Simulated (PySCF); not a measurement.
Input

```
{"job": {"kind": "epr", "basis": "pcH-1"}, "charge": 0, "multiplicity": 2}
C      2.520847    -0.952722    -0.411687
C      1.202930    -0.854911    -0.256603
C      0.482472     0.352911     0.038888
C      0.962507     1.630604     0.259989
C     -0.164917     2.414808     0.505396
C     -1.284862     1.663880     0.438642
N     -0.900244     0.365620     0.149114
Si    -1.991025    -0.979400    -0.041469
F     -3.441542    -0.334623     0.181972
H      2.990463    -1.894547    -0.632371
H      3.170903    -0.100366    -0.324012
H      0.585762    -1.740112    -0.354581
H      1.985444     1.944744     0.247734
H     -2.315955     1.916839     0.567426
H     -1.825690    -1.949475     1.027859
H     -1.984692    -1.474307    -1.407708
```

Run with:

```sh
OMP_NUM_THREADS=1 python probes_run.py task.json out
```

Geometry: GFN2-xTB.

The calculation used UKS B3LYP, pcH-1 on C F H N Si, non-relativistic, mean-field spin-orbit, GIAO (PySCF 2.14.0, density-fitted response routines).

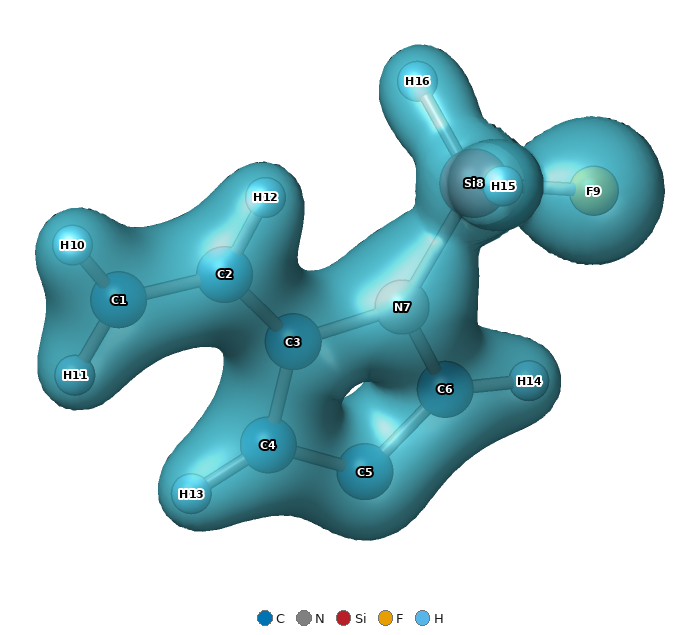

C6H7FNSi (SMILES C=Cc1c[c]cn1[SiH2]F) (doublet). Isosurface of the electron density at 0.5 e/Å³ (cyan), seen at a tilt.

Q: What does this surface tell about the bonding?

A: At this value the surface is in one piece. It bridges the sampled C–C (1.33 Å), C–N (1.38 Å), Si–F (1.60 Å) and Si–N (1.74 Å) contacts, where the density stays above the isovalue. On the grid the lowest density along these lines, outside the cores, is 2.3 e/Å³ (C–C, 1.33 Å), 2 e/Å³ (C–N, 1.38 Å), 0.93 e/Å³ (Si–F, 1.60 Å) and 0.88 e/Å³ (Si–N, 1.74 Å).
